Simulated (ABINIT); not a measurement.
# Quasiparticle gap of TaAgO3 (Pm-3m) in ABINIT, part 2 of 3

How does a plane-wave GW calculation on TaAgO3 (Pm-3m) run from the first input to the gap?

ABINIT 10.8.3; PBEsol and many-body steps on it, plane waves. Known limits of the many-body steps: not at the basis limit; d shell near the gap, gap tends to lie low; no spin-orbit coupling; coarse k mesh.

So far. Step 2 (Ground state): The gap is indirect, with the least direct gap 0.58 eV higher.

### Step 3. Bands along the symmetry lines

Level of this step: DFT, PBEsol, plane waves, norm-conserving pseudopotentials (ABINIT).

Levels along a band path, at the cheap level, show where the edges lie and whether the meshes to come will hold them.

run.abi reads:

```
acell 3*1.0 Angstrom
rprim 
  3.999370000000 0.000000000000 0.000000000000
  0.000000000000 3.999370000000 0.000000000000
  0.000000000000 0.000000000000 3.999370000000
ntypat 3
znucl 73 47 8
natom 5
typat 1 2 3 3 3
xred 
  0.000000000000 0.000000000000 0.000000000000
  0.500000000000 0.500000000000 0.500000000000
  0.000000000000 0.000000000000 0.500000000000
  0.000000000000 0.500000000000 0.000000000000
  0.500000000000 0.000000000000 0.000000000000
pp_dirpath "pseudos"
pseudos "Ta.upf, Ag.upf, O.upf"
ecut 37
iscf -2
irdden 1
kptopt 0
nkpt 50
kpt 
  0.00000000 0.00000000 0.00000000
  0.00000000 0.06250000 0.00000000
  0.00000000 0.12500000 0.00000000
  0.00000000 0.18750000 0.00000000
  0.00000000 0.25000000 0.00000000
  0.00000000 0.31250000 0.00000000
  0.00000000 0.37500000 0.00000000
  0.00000000 0.43750000 0.00000000
  0.00000000 0.50000000 0.00000000
  0.06250000 0.50000000 0.00000000
  0.12500000 0.50000000 0.00000000
  0.18750000 0.50000000 0.00000000
  0.25000000 0.50000000 0.00000000
  0.31250000 0.50000000 0.00000000
  0.37500000 0.50000000 0.00000000
  0.43750000 0.50000000 0.00000000
  0.50000000 0.50000000 0.00000000
  0.43750000 0.43750000 0.00000000
  0.37500000 0.37500000 0.00000000
  0.31250000 0.31250000 0.00000000
  0.25000000 0.25000000 0.00000000
  0.18750000 0.18750000 0.00000000
  0.12500000 0.12500000 0.00000000
  0.06250000 0.06250000 0.00000000
  0.00000000 0.00000000 0.00000000
  0.06250000 0.06250000 0.06250000
  0.12500000 0.12500000 0.12500000
  0.18750000 0.18750000 0.18750000
  0.25000000 0.25000000 0.25000000
  0.31250000 0.31250000 0.31250000
  0.37500000 0.37500000 0.37500000
  0.43750000 0.43750000 0.43750000
  0.50000000 0.50000000 0.50000000
  0.43750000 0.50000000 0.43750000
  0.37500000 0.50000000 0.37500000
  0.31250000 0.50000000 0.31250000
  0.25000000 0.50000000 0.25000000
  0.18750000 0.50000000 0.18750000
  0.12500000 0.50000000 0.12500000
  0.06250000 0.50000000 0.06250000
  0.00000000 0.50000000 0.00000000
  0.50000000 0.50000000 0.50000000
  0.50000000 0.50000000 0.43750000
  0.50000000 0.50000000 0.37500000
  0.50000000 0.50000000 0.31250000
  0.50000000 0.50000000 0.25000000
  0.50000000 0.50000000 0.18750000
  0.50000000 0.50000000 0.12500000
  0.50000000 0.50000000 0.06250000
  0.50000000 0.50000000 0.00000000
istwfk *1
nband 32
nbdbuf 2
tolwfr 1e-08
nstep 40
prtwf 0
prtvol 0
indata_prefix "in"
outdata_prefix "out"
tmpdata_prefix "tmp"
```

Started as:

```console
$ OMP_NUM_THREADS=1 mpirun -n 4 abinit run.abi > log
```

Numbers of over 12 decimals in the logs are rounded to 6 here.

Log:

```text
.Version 10.8.3 of ABINIT. v10.8.2 released Aug 2026.

 Symmetries : space group Pm -3 m (#221); Bravais cP (primitive cubic)
[... echo of the input left out ...]
== DATASET  1 ==================================================================
-   mpi_nproc: 4, omp_nthreads: 1 (-1 if OMP is not activated)

--- !DatasetInfo
iteration_state: {dtset: 1, }
dimensions: {natom: 5, nkpt: 50, mband: 32, nsppol: 1, nspinor: 1, nspden: 1, mpw: 4697, }
cutoff_energies: {ecut:  37.0, pawecutdg:  -1.0, }
electrons: {nelect:   5.00000000E+01, charge:   0.00000000E+00, occopt:   1.00000000E+00, tsmear:   1.00000000E-02, }

 Real(R)+Recip(G) space primitive vectors, cartesian coordinates (Bohr,Bohr^-1):
 R(1)=  7.5577140  0.0000000  0.0000000  G(1)=  0.1323151  0.0000000  0.0000000
 R(2)=  0.0000000  7.5577140  0.0000000  G(2)=  0.0000000  0.1323151  0.0000000
 R(3)=  0.0000000  0.0000000  7.5577140  G(3)=  0.0000000  0.0000000  0.1323151
 Unit cell volume ucvol=  4.3168937E+02 bohr^3
 Angles (23,13,12)=  9.00000000E+01  9.00000000E+01  9.00000000E+01 degrees

 getcut: wavevector=  0.0000  0.0000  0.0000  ngfft=  45  45  45
         ecut(hartree)=     37.000   => boxcut(ratio)=   2.12616

--- Pseudopotential description ------------------------------------------------
- Ta Generated using ONCVPSP code by D. R. Hamann
- 73.00000  13.00000  180301                  znucl, zion, pspdat
12 -116133 3 -1 1432                          pspcod,pspxc,lmax,lloc,mmax
     nproj     2     2     2     2
  pspatm : epsatm=   21.70780620
         --- l  ekb(1:nproj) -->
             0   11.480337    1.447149
             1    5.630373    0.817168
             2    1.844704    0.232364
[...]
pspatm: atomic psp has been read  and splines computed

- Ag Generated using ONCVPSP code by D. R. Hamann
- 47.00000  19.00000  180301                  znucl, zion, pspdat
12 -116133 2 -1 1538                          pspcod,pspxc,lmax,lloc,mmax
     nproj     2     2     2     0
  pspatm : epsatm=   27.64581140
         --- l  ekb(1:nproj) -->
[...]
pspatm: atomic psp has been read  and splines computed

- O Generated using ONCVPSP code by D. R. Hamann
-  8.00000   6.00000  180301                  znucl, zion, pspdat
12 -116133 2 -1 936                           pspcod,pspxc,lmax,lloc,mmax
     nproj     2     2     1     0
  pspatm : epsatm=    6.22910120
         --- l  ekb(1:nproj) -->
[...]
2   -1.335834
 pspatm: atomic psp has been read  and splines computed

--------------------------------------------------------------------------------

================================================================================
 prteigrs : about to open file out_EIG
 Non-SCF case, kpt    1 (  0.00000  0.00000  0.00000), residuals and eigenvalues=
  6.54E-09  3.33E-09  1.74E-09  5.32E-09  6.28E-09  3.05E-09  3.55E-09  5.34E-09
[...]
Non-SCF case, kpt   49 (  0.50000  0.50000  0.06250), residuals and eigenvalues=
[...]
5.2350E-01  5.2350E-01
 Non-SCF case, kpt   50 (  0.50000  0.50000  0.00000), residuals and eigenvalues=
[...]
1.4814E-01  1.6626E-01  1.7311E-01  1.7632E-01  2.0218E-01  2.0218E-01
  2.2261E-01  3.9502E-01  3.9502E-01  4.1111E-01  4.4684E-01  4.9360E-01
  5.2155E-01  5.2155E-01

--- !ResultsGS
iteration_state: {dtset: 1, }
comment   : Summary of ground state results
lattice_vectors:
- [  7.5577140,   0.0000000,   0.0000000, ]
- [  0.0000000,   7.5577140,   0.0000000, ]
- [  0.0000000,   0.0000000,   7.5577140, ]
lattice_lengths: [   7.55771,    7.55771,    7.55771, ]
lattice_angles: [ 90.000,  90.000,  90.000, ] # degrees, (23, 13, 12)
lattice_volume:   4.3168937E+02
convergence: {deltae:  0.000E+00, res2:  0.000E+00, residm:  9.993E-09, diffor:  0.000E+00, }
etotal    :  -2.69555367E+02
entropy   :   0.00000000E+00
fermie    :   2.22611329E-01
cartesian_stress_tensor: null
pressure_GPa: null
xred      :
- [  0.0000E+00,   0.0000E+00,   0.0000E+00, Ta]
- [  5.0000E-01,   5.0000E-01,   5.0000E-01, Ag]
- [  0.0000E+00,   0.0000E+00,   5.0000E-01,  O]
- [  0.0000E+00,   5.0000E-01,   0.0000E+00,  O]
- [  5.0000E-01,   0.0000E+00,   0.0000E+00,  O]
cartesian_forces: null
force_length_stats: {min: null, max: null, mean: null, }

 Integrated electronic density in atomic spheres:
 ------------------------------------------------
 Atom  Sphere_radius  Integrated_density
[...]
================================================================================

 ----iterations are completed or convergence reached----

 Mean square residual over all n,k,spin=   51.145E-10; max=  99.932E-10
 reduced coordinates (array xred) for    5 atoms
[...]
0.000000000000      0.500000000000      0.000000000000
       0.500000000000      0.000000000000      0.000000000000

 cartesian coordinates (angstrom) at end:
    1      0.000000     0.000000     0.000000
    2      1.999685     1.999685     1.999685
    3      0.000000     0.000000     1.999685
    4      0.000000     1.999685     0.000000
    5      1.999685     0.000000     0.000000
 length scales=  1.889726125908  1.889726125908  1.889726125908 bohr
              =  1.000000000000  1.000000000000  1.000000000000 angstroms
 prteigrs : about to open file out_EIG
 Eigenvalues (hartree) for nkpt=  50  k points:
 kpt#   1, nband= 32, wtk=  1.00000, kpt=  0.0000  0.0000  0.0000 (reduced coord)
[...]
kpt#   2, nband= 32, wtk=  1.00000, kpt=  0.0000  0.0625  0.0000 (reduced coord)
[...]
kpt#   3, nband= 32, wtk=  1.00000, kpt=  0.0000  0.1250  0.0000 (reduced coord)
[...]
kpt#  49, nband= 32, wtk=  1.00000, kpt=  0.5000  0.5000  0.0625 (reduced coord)
[...]
kpt#  50, nband= 32, wtk=  1.00000, kpt=  0.5000  0.5000  0.0000 (reduced coord)
[...]
0.13867    0.13867    0.14814    0.16626    0.17311    0.17632    0.20218    0.20218
   0.22261    0.39502    0.39502    0.41111    0.44684    0.49360    0.52155    0.52155

== END DATASET(S) ==============================================================
================================================================================

 -outvars: echo values of variables after computation  --------
            nband          32
             nkpt          50
          spgroup         221
 [... the other variables as echoed above ...]

 Calculation completed.
```

The job ended after 99 s (4 MPI ranks of AMD EPYC 7571, shared host; peak memory 0.41 GiB; 6.6 min of CPU time).

This step gave:

- gap: 1.588 eV
- k of the valence top: 0.5, 0.5, 0
- k of the conduction bottom: 0, 0, 0
- least direct gap: 2.171 eV

The gap is 1.588 eV, as in the run before at this level.

Electronic bands along the path, in eV, zero at the top of the highest filled band:

| point | band 22 | band 23 | band 24 | band 25 | band 26 | band 27 | band 28 | band 29 |
| --- | --- | --- | --- | --- | --- | --- | --- | --- |
| Γ | -1.37 | -1.12 | -1.12 | -1.12 | 1.59 | 2.16 | 2.16 | 2.16 |
| X | -1.36 | -0.24 | -0.17 | -0.17 | 2.00 | 4.63 | 4.63 | 4.83 |
| M | -1.26 | -0.56 | -0.56 | 0.00 | 4.69 | 4.69 | 5.13 | 6.10 |
| Γ | -1.37 | -1.12 | -1.12 | -1.12 | 1.59 | 2.16 | 2.16 | 2.16 |
| R | -1.26 | -0.33 | -0.33 | -0.33 | 3.32 | 6.04 | 6.04 | 6.04 |
| X | -1.36 | -0.24 | -0.17 | -0.17 | 2.00 | 4.63 | 4.63 | 4.83 |
| jump to R | -1.26 | -0.33 | -0.33 | -0.33 | 3.32 | 6.04 | 6.04 | 6.04 |
| M | -1.26 | -0.56 | -0.56 | 0.00 | 4.69 | 4.69 | 5.13 | 6.10 |

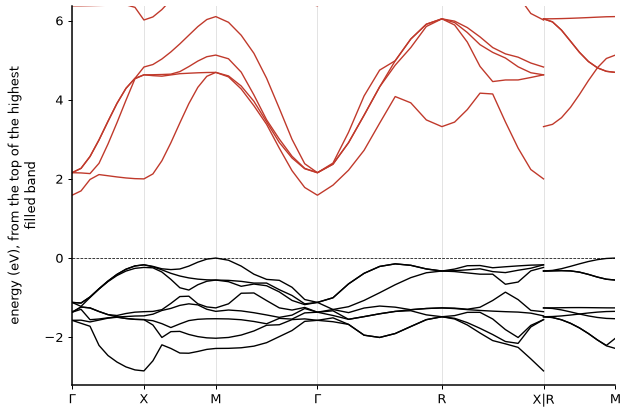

Electronic bands along the path; lines of filled and empty bands in two colours.

### Step 4. Empty states on the mesh, 2×2×2 mesh, 55 bands

The sums over transitions need many empty states on a uniform mesh; this step solves for them.

run.abi reads:

```
acell 3*1.0 Angstrom
rprim 
  3.999370000000 0.000000000000 0.000000000000
  0.000000000000 3.999370000000 0.000000000000
  0.000000000000 0.000000000000 3.999370000000
ntypat 3
znucl 73 47 8
natom 5
typat 1 2 3 3 3
xred 
  0.000000000000 0.000000000000 0.000000000000
  0.500000000000 0.500000000000 0.500000000000
  0.000000000000 0.000000000000 0.500000000000
  0.000000000000 0.500000000000 0.000000000000
  0.500000000000 0.000000000000 0.000000000000
pp_dirpath "pseudos"
pseudos "Ta.upf, Ag.upf, O.upf"
ecut 37
ngkpt 2 2 2
nshiftk 1
shiftk 0 0 0
kptopt 1
chksymbreak 0
iscf -2
irdden 1
istwfk *1
nband 55
nbdbuf 4
tolwfr 1e-09
nstep 60
prtvol 0
indata_prefix "in"
outdata_prefix "out"
tmpdata_prefix "tmp"
```

Log:

```text
.Version 10.8.3 of ABINIT. v10.8.2 released Aug 2026.

 Symmetries : space group Pm -3 m (#221); Bravais cP (primitive cubic)
[... echo of the input left out ...]
== DATASET  1 ==================================================================
-   mpi_nproc: 4, omp_nthreads: 1 (-1 if OMP is not activated)

--- !DatasetInfo
iteration_state: {dtset: 1, }
dimensions: {natom: 5, nkpt: 4, mband: 55, nsppol: 1, nspinor: 1, nspden: 1, mpw: 4697, }
cutoff_energies: {ecut:  37.0, pawecutdg:  -1.0, }
electrons: {nelect:   5.00000000E+01, charge:   0.00000000E+00, occopt:   1.00000000E+00, tsmear:   1.00000000E-02, }

 Real(R)+Recip(G) space primitive vectors, cartesian coordinates (Bohr,Bohr^-1):
 R(1)=  7.5577140  0.0000000  0.0000000  G(1)=  0.1323151  0.0000000  0.0000000
 R(2)=  0.0000000  7.5577140  0.0000000  G(2)=  0.0000000  0.1323151  0.0000000
 R(3)=  0.0000000  0.0000000  7.5577140  G(3)=  0.0000000  0.0000000  0.1323151
 Unit cell volume ucvol=  4.3168937E+02 bohr^3
 Angles (23,13,12)=  9.00000000E+01  9.00000000E+01  9.00000000E+01 degrees

 getcut: wavevector=  0.0000  0.0000  0.0000  ngfft=  45  45  45
         ecut(hartree)=     37.000   => boxcut(ratio)=   2.12616

--- Pseudopotential description ------------------------------------------------
- Ta Generated using ONCVPSP code by D. R. Hamann
- 73.00000  13.00000  180301                  znucl, zion, pspdat
12 -116133 3 -1 1432                          pspcod,pspxc,lmax,lloc,mmax
     nproj     2     2     2     2
  pspatm : epsatm=   21.70780620
         --- l  ekb(1:nproj) -->
             0   11.480337    1.447149
             1    5.630373    0.817168
             2    1.844704    0.232364
[...]
pspatm: atomic psp has been read  and splines computed

- Ag Generated using ONCVPSP code by D. R. Hamann
- 47.00000  19.00000  180301                  znucl, zion, pspdat
12 -116133 2 -1 1538                          pspcod,pspxc,lmax,lloc,mmax
     nproj     2     2     2     0
  pspatm : epsatm=   27.64581140
         --- l  ekb(1:nproj) -->
[...]
pspatm: atomic psp has been read  and splines computed

- O Generated using ONCVPSP code by D. R. Hamann
-  8.00000   6.00000  180301                  znucl, zion, pspdat
12 -116133 2 -1 936                           pspcod,pspxc,lmax,lloc,mmax
     nproj     2     2     1     0
  pspatm : epsatm=    6.22910120
         --- l  ekb(1:nproj) -->
[...]
2   -1.335834
 pspatm: atomic psp has been read  and splines computed

--------------------------------------------------------------------------------

================================================================================
 prteigrs : about to open file out_EIG
 Non-SCF case, kpt    1 (  0.00000  0.00000  0.00000), residuals and eigenvalues=
  2.03E-10  2.43E-10  1.82E-10  1.33E-10  9.10E-10  1.89E-10  1.62E-10  2.35E-10
  7.92E-10  1.58E-10  3.62E-10  2.78E-10  2.70E-10  5.80E-10  4.20E-10  6.46E-10
  1.70E-10  2.05E-10  5.92E-10  1.95E-10  3.85E-10  6.14E-10  1.27E-10  1.57E-10
[...]
3.95E-10  2.12E-10  3.93E-10  7.40E-08  2.48E-07  1.04E-04  2.68E-06
 -3.0455E+00 -2.2732E+00 -1.7063E+00 -1.7063E+00 -1.7063E+00 -1.0413E+00
 -1.0413E+00 -1.0413E+00 -4.3258E-01 -4.0214E-01 -4.0214E-01  1.0850E-01
  1.0850E-01  1.0850E-01  1.6158E-01  1.6158E-01  1.6477E-01  1.6477E-01
[...]
9.9070E-01  9.9070E-01  1.0332E+00  1.0332E+00  1.0332E+00  1.0918E+00
  1.2083E+00  1.2083E+00  1.2083E+00  1.3581E+00  1.3581E+00  1.3582E+00
  1.4061E+00
 prteigrs : prtvol=0 or 1, do not print more k-points.

--- !ResultsGS
iteration_state: {dtset: 1, }
comment   : Summary of ground state results
lattice_vectors:
- [  7.5577140,   0.0000000,   0.0000000, ]
- [  0.0000000,   7.5577140,   0.0000000, ]
- [  0.0000000,   0.0000000,   7.5577140, ]
lattice_lengths: [   7.55771,    7.55771,    7.55771, ]
lattice_angles: [ 90.000,  90.000,  90.000, ] # degrees, (23, 13, 12)
lattice_volume:   4.3168937E+02
convergence: {deltae:  0.000E+00, res2:  0.000E+00, residm:  9.925E-10, diffor:  0.000E+00, }
etotal    :  -2.69555367E+02
entropy   :   0.00000000E+00
fermie    :   2.22611329E-01
cartesian_stress_tensor: null
pressure_GPa: null
xred      :
- [  0.0000E+00,   0.0000E+00,   0.0000E+00, Ta]
- [  5.0000E-01,   5.0000E-01,   5.0000E-01, Ag]
- [  0.0000E+00,   0.0000E+00,   5.0000E-01,  O]
- [  0.0000E+00,   5.0000E-01,   0.0000E+00,  O]
- [  5.0000E-01,   0.0000E+00,   0.0000E+00,  O]
cartesian_forces: null
force_length_stats: {min: null, max: null, mean: null, }

 Integrated electronic density in atomic spheres:
 ------------------------------------------------
 Atom  Sphere_radius  Integrated_density
[...]
================================================================================

 ----iterations are completed or convergence reached----

 Mean square residual over all n,k,spin=   40.691E-11; max=  99.251E-11
 reduced coordinates (array xred) for    5 atoms
[...]
0.000000000000      0.500000000000      0.000000000000
       0.500000000000      0.000000000000      0.000000000000

 cartesian coordinates (angstrom) at end:
    1      0.000000     0.000000     0.000000
    2      1.999685     1.999685     1.999685
    3      0.000000     0.000000     1.999685
    4      0.000000     1.999685     0.000000
    5      1.999685     0.000000     0.000000
 length scales=  1.889726125908  1.889726125908  1.889726125908 bohr
              =  1.000000000000  1.000000000000  1.000000000000 angstroms
 prteigrs : about to open file out_EIG
 Eigenvalues (hartree) for nkpt=   4  k points:
 kpt#   1, nband= 55, wtk=  0.12500, kpt=  0.0000  0.0000  0.0000 (reduced coord)
[...]
0.65646    0.65646    0.66589    0.68018    0.68018    0.95342    0.95342    0.95342
   0.96620    0.99070    0.99070    0.99070    1.03324    1.03324    1.03324    1.09181
   1.20828    1.20828    1.20828    1.35813    1.35813    1.35818    1.40613
 prteigrs : prtvol=0 or 1, do not print more k-points.

== END DATASET(S) ==============================================================
================================================================================

 -outvars: echo values of variables after computation  --------
            nband          55
             nkpt           4
          spgroup         221
 [... the other variables as echoed above ...]

 Calculation completed.
```

It took 21 s on 4 MPI ranks; peak memory 0.32 GiB.

Numbers from this step:

```yaml
gap: 1.588 eV
k_of_the_valence_top: 0.5, 0.5, 0
k_of_the_conduction_bottom: 0, 0, 0
least_direct_gap: 2.171 eV
k_points_computed: 4
lowest_point_of_the_top_converged_band_above_the_valence_top: 26.82 eV
```

On this mesh the gap is 1.588 eV.

### Step 5. Screening, 2×2×2 mesh, 51 bands, screening to 87.1 eV

The RPA dielectric matrix is built and inverted for each q.

This step: RPA screening on PBEsol, plane waves, norm-conserving pseudopotentials.

Edit run.abi of step 4 so:

```diff
@@ -23,10 +23,11 @@
 chksymbreak 0
-iscf -2
-irdden 1
 istwfk *1
-nband 55
-nbdbuf 4
-tolwfr 1e-09
-nstep 60
-prtvol 0
+occopt 1
+irdwfk 1
+optdriver 3
+nband 51
+ecuteps 3.2
+inclvkb 2
+awtr 1
+symchi 1
 indata_prefix "in"
```

Log:

```text
.Version 10.8.3 of ABINIT. v10.8.2 released Aug 2026.

 Symmetries : space group Pm -3 m (#221); Bravais cP (primitive cubic)
[... echo of the input left out ...]
== DATASET  1 ==================================================================
-   mpi_nproc: 4, omp_nthreads: 1 (-1 if OMP is not activated)

--- !DatasetInfo
iteration_state: {dtset: 1, }
dimensions: {natom: 5, nkpt: 4, mband: 51, nsppol: 1, nspinor: 1, nspden: 1, mpw: 4697, }
cutoff_energies: {ecut:  37.0, pawecutdg:  -1.0, }
electrons: {nelect:   5.00000000E+01, charge:   0.00000000E+00, occopt:   1.00000000E+00, tsmear:   1.00000000E-02, }

 SCREENING: Calculation of the susceptibility and dielectric matrices

 Based on a program developped by R.W. Godby, V. Olevano, G. Onida, and L. Reining.
 Incorporated in ABINIT by V. Olevano, G.-M. Rignanese, and M. Torrent.
.Using double precision arithmetic ; gwpc =  8

[... cell and pseudopotentials left out ...]
--------------------------------------------------------------------------------

 ==== K-mesh for the wavefunctions ====
 Number of points in the irreducible wedge :     4
[... list of points left out ...]
 Together with 48 symmetry operations and time-reversal symmetry
 yields     8 points in the full Brillouin Zone.

 ==== Q-mesh for the screening function ====
 Number of points in the irreducible wedge :     4
[... list of points left out ...]
 Together with 48 symmetry operations and time-reversal symmetry
 yields     8 points in the full Brillouin Zone.

 setmesh: FFT mesh size selected  =    27x   27x   27
          total number of points  =        19683

 vcoul_init : cutoff-mode = AUXILIARY_FUNCTION
 q-points for optical limit:   1
     1)      0.000010    0.000020    0.000030

- screening: taking advantage of time-reversal symmetry
- Maximum band index for partially occupied states nbvw = 25
- Remaining bands to be divided among processors   nbcw = 26
- Number of bands treated by each node ~6

 Number of electrons calculated from density =   50.0000; Expected =   50.0000
 average of density, n =  0.115824
 r_s =    1.2726
 omega_plasma =   32.8288 [eV]

 calculating chi0 at frequencies [eV] :
  1    0.000000E+00    0.000000E+00
  2    0.000000E+00    3.282879E+01

--------------------------------------------------------------------------------
  q-point number  1        q = ( 0.000000, 0.000000, 0.000000) [r.l.u.]
--------------------------------------------------------------------------------
[... chi0 elements left out ...]
 For q-point:  0.000010 0.000020 0.000030
  dielectric constant =  11.4899
  dielectric constant without local fields =  11.8912

  Average fulfillment of the sum rule on Im[epsilon] for q-point    1 :     25.37  [%]
[... wings left out ...]
  q-point number  2        q = ( 0.500000, 0.000000, 0.000000) [r.l.u.]
--------------------------------------------------------------------------------
[... chi0 elements left out ...]
  Average fulfillment of the sum rule on Im[epsilon] for q-point    2 :     36.21  [%]

 [... 2 further q-points ...]
```

It took 16 s on 4 MPI ranks; peak memory 0.65 GiB; 63 s of CPU time.

This step gave:

* ε∞ with local fields, on this mesh, along the program's q direction: 11.49
* the same without local fields: 11.89
* plasma frequency: 32.83 eV
* plane waves in the screening matrix: 123

Local fields lower ε∞ by 3 %. On a Γ-centred mesh this coarse the value itself is usually too large, while a short band sum pulls it down.

[end of part 2 of 3]

[Paths, hosts, dates, memory and timing lines, banners, echoed tables and standing remarks are left out of the program output.]

[Logs are printed without paths, hosts, clocks, repeated set-up lines and the standing remarks that a program may print on its own settings, such as how far it seeks lower states.]

[Runs of the session that timed out or met a known fault of the program may be left out.]

[Hosts, paths, dates, database ids (printed as entryN), source tags and the programs' standing remarks are cut or masked in the printed files.]

[G0W0 gaps are taken among the corrected bands and points alone; a level outside them can change the order at an edge.]

[Where Ansatz stands beside ABINIT at settings called matched, ABINIT's density can come from a denser mesh and the files from another edition; pairs whose starting gaps differed by over 0.03 eV were left out, so agreement reads better than it is.]
